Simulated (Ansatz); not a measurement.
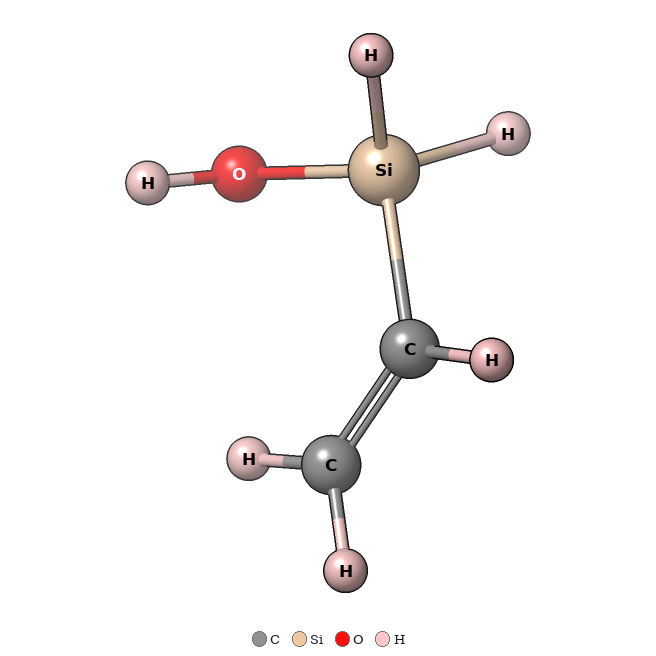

Orthographic view. Distant atoms are faded towards the background colour. The computed structure is the end point of a PBE-D4/def2-SVP optimisation. No frequency run is at hand to confirm it as a minimum.

Question: Give the standard InChI.

Answer: InChI=1S/C2H6OSi/c1-2-4-3/h2-3H,1,4H2
